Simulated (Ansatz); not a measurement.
What Li interstitial (started 2.24 Å from the nearest host atom), symmetric start does to SiO2

Base system: an 18-atom supercell of SiO2 (space group P3_121, No. 152; a = 4.948 Å, c = 5.441 Å) at its relaxed geometry.

Now apply this change: one Li atom is added in an open site, starting 2.24 Å from the nearest host atom, atoms relaxed at fixed cell.

Method: PBEsol (Ansatz, a quantum-chemistry and plane-wave program, PAW, no spin-orbit coupling), earlier PAW set. Γ-centred 3×5×5 mesh, Fermi–Dirac width 0.01 eV.

```json
{
 "pressure": "3.1 GPa (base 0.0 GPa)",
 "gap_of_the_supercell": "zero (base 5.72 eV)",
 "total_moment_of_the_cell": "0.0 μB",
 "largest_displacement_of_a_host_atom_from_its_site_in_the_perfect_cell": "0.21 Å",
 "final_site_of_the_added_atom": "4 O at 1.86–2.17 Å"
}
```

Final structure:

```xyz
19
Lattice="7.4227 -4.2855 0.0000 2.4742 4.2855 0.0000 0.0000 0.0000 5.4413" Properties=species:S:1:pos:R:3 pbc="T T T"
Si     2.3899    -0.0762     4.4865
Si     7.1574    -0.0526     4.5218
Si     6.1617    -2.2539     0.9548
Si     3.7984     1.8867     0.9195
Si     8.6519    -2.1565     2.7206
Si     3.7311    -2.1085     2.7206
O      1.2597     0.9984     3.9415
O      6.1914     1.1026     3.9299
O      3.3933     0.5152     0.1615
O      8.1710     0.6390     0.1929
O      2.7218     2.3581     2.0689
O      5.2475    -1.8567     2.2133
O      6.1722    -1.0892     5.2797
O      3.8905     3.1103     5.2484
O      7.6575    -2.6954     1.4997
O      5.2819     1.6277     1.5114
O      8.1039    -0.7493     3.3724
O      3.1909    -0.6694     3.2280
Li     2.4981     4.3268     0.0000
```

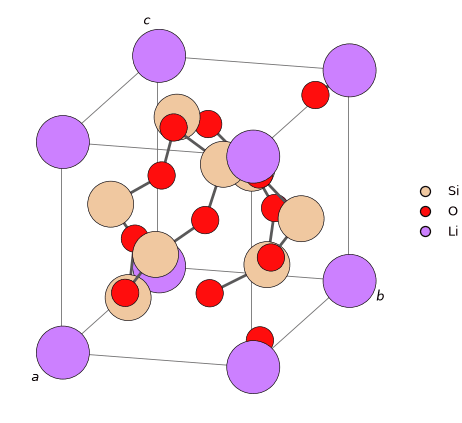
Figure. The relaxed cell after the change

Other magnetic orders, which the real material may have, were not ruled out. In so small a cell the defect repeats every few ångströms: this is an ordered compound, not a dilute defect. The mesh was chosen for an insulator and is coarse for the gapless case. The defect started on the symmetric site and kept its symmetry, so it may sit on a saddle. Starting moments died away, wholly or in part, for Li interstitial (started 2.24 Å from the nearest host atom); another magnetic solution may exist. The defect cell is spin-polarised and ends with 0.0 μB.
